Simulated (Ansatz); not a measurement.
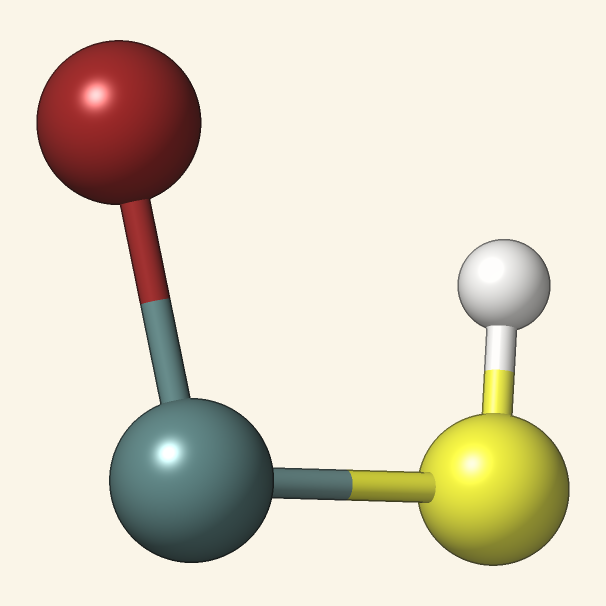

Rendered structure (ball-and-stick style). Every bond is drawn as one stick, whatever its order. Colours: sulfur yellow, germanium teal, bromine red, hydrogen white.

What is the molecular formula?

Answer. BrGeHS, 4 atoms: 1 bromine, 1 germanium, 1 hydrogen and 1 sulfur.

Count the bonded pairs by element.

Answer. 1 Ge–S, 1 Br–Ge, 1 S–H.

More results for the same structure follow; atom numbers are the same in all pictures, views and colours differ. Computed geometry: PBE0-D4/def2-TZVP optimisation.

### Shape

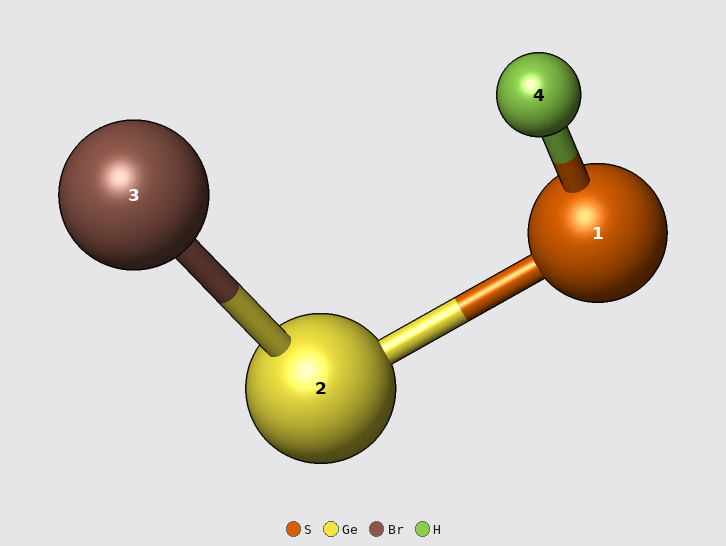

The atoms are numbered.

Which atoms are bonded, and how long are the bonds?

```csv
bond,length (Å)
S1–Ge2,2.237
S1–H4,1.344
Ge2–Br3,2.358
```

### Charges

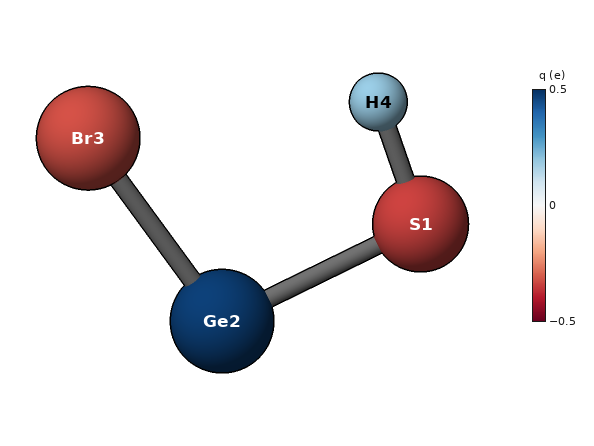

Atoms are coloured by their Mulliken charges. Level of theory: RKS PBE0-D4/def2-TZVP (Ansatz 0.2.0).

Which atom carries the highest charge (most positive or least negative)?

Answer. Ge2 (0.47 e).

And the lowest?

Answer. S1 (−0.34 e).

Give the Mulliken charges atom by atom.

| atom | value (e) |
| --- | --- |
| S1 | −0.34 |
| Ge2 | 0.47 |
| Br3 | −0.32 |
| H4 | 0.19 |

### Electronic properties

Properties computed with RKS revPBE-D4/def2-TZVPP (Ansatz 0.2.0).

Predict the main results.

- HOMO energy (Kohn–Sham orbital): −6.37 eV
- LUMO energy (Kohn–Sham orbital): −3.39 eV
- HOMO–LUMO gap: 2.98 eV

### Thermal motion

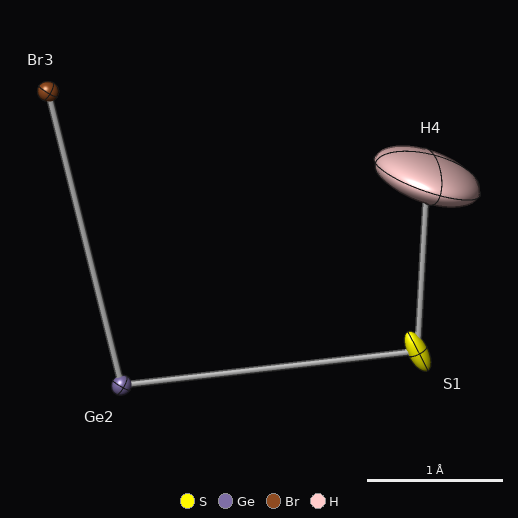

Displacement ellipsoids at the 50 % level, from the internal vibrations of the free molecule (harmonic, no overall translation or rotation; no half-axis is drawn under 0.075 Å). Vibrations computed with RKS PBE0-D4/def2-TZVP (Ansatz 0.2.0). Temperature: 600 K.

Which atom moves most?

Answer. H4, with U_eq = 0.0658 Å².

Does H4 move more along its bond or across it?

Answer. Across it: the root-mean-square amplitude is 0.125 Å along the bond and up to 0.341 Å across, since bending and torsion are softer than stretching.

List U_eq and the three principal root-mean-square amplitudes for each kind of atom.

```tsv
atom	U_eq (Å²)	rms amplitudes (Å)
S1	0.0048	0.013, 0.043, 0.111
Ge2	0.0012	0.004, 0.032, 0.051
Br3	0.0012	0.002, 0.027, 0.053
H4	0.0658	0.110, 0.263, 0.341
```

Mulliken values depend strongly on the basis set and can even reverse the polarity of a bond.
